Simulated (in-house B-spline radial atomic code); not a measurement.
# Ge²⁴⁺: ionisation energy by several methods

How far do functionals differ on the ionisation energy of Ge²⁴⁺? Each run solves Ge²⁴⁺ and then the next ion ([He] 2s2 2p3).

Program: in-house B-spline radial atomic code version 1. Level of theory: non-relativistic, several functionals, spin-polarised; spherical all-electron atom at the radial basis limit. These are calculated values, not measurements, unless marked.

## (1) Starting point

* element: germanium (Z = 32)
* charge: +24
* electrons: 8
* configuration: [He] 2s2 2p4
* nucleus: point

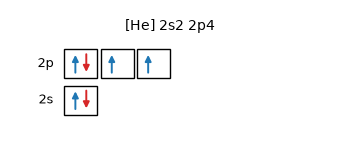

Outer shells as boxes.

Where spins are not typed, each open shell is filled with up spins first.

## (2) PBE, a GGA

Input settings:

```ini
Z = 32
electrons = 8.0
configuration = [He] 2s2 2p4
hamiltonian = nr
method = pbe,pbe
spin_polarised = True
```

## (3) LDA (VWN5)

Input settings:

```ini
Z = 32
electrons = 8.0
configuration = [He] 2s2 2p4
hamiltonian = nr
method = lda,vwn
spin_polarised = True
```

## (4) OLYP, a GGA

Input settings:

```ini
Z = 32
electrons = 8.0
configuration = [He] 2s2 2p4
hamiltonian = nr
method = optx,lyp
spin_polarised = True
```

Q: The tabulated ionisation energy is 2439 ± 5 eV (semi-empirical; NIST Atomic Spectra Database). What does each method give, and which comes nearest?

The runs gave:

| method | rung | total energy (hartree) | ΔSCF (eV) | −ε highest (eV) | ΔSCF less tabulated (eV) |
| --- | --- | --- | --- | --- | --- |
| LDA (VWN5) | LDA | -1615.5704 | 2417.26 | 2357.73 (2p down) | -21.74 |
| PBE | GGA | -1618.4101 | 2418.62 | 2358.95 (2p down) | -20.38 |
| OLYP | GGA | -1618.7990 | 2417.18 | 2359.24 (2p down) | -21.82 |

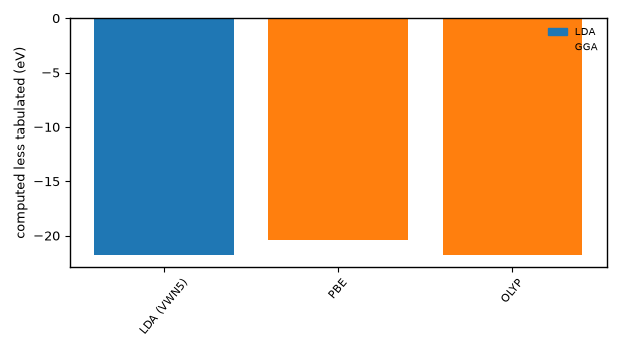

Error of each method against the tabulated value; one colour a rung.

Tables give 2439 ± 5 eV (semi-empirical; NIST Atomic Spectra Database) for the ionisation energy. PBE misses by -20.38 eV, the least, and OLYP by -21.82 eV (0.89 %), the most. All methods miss on the same side by much the same amount, which points to something that they share. These runs lack relativity altogether, which can outweigh the gaps between the methods, so the nearest may be so by luck. These runs leave out relativity, which matters at this nuclear charge. Open shells are averaged (over orientations, and over spins where the run is restricted), while tables refer to the lowest levels.

Members of this set that are not shown: 4 used exact exchange with fractional occupations of an open shell, which is unsound here.
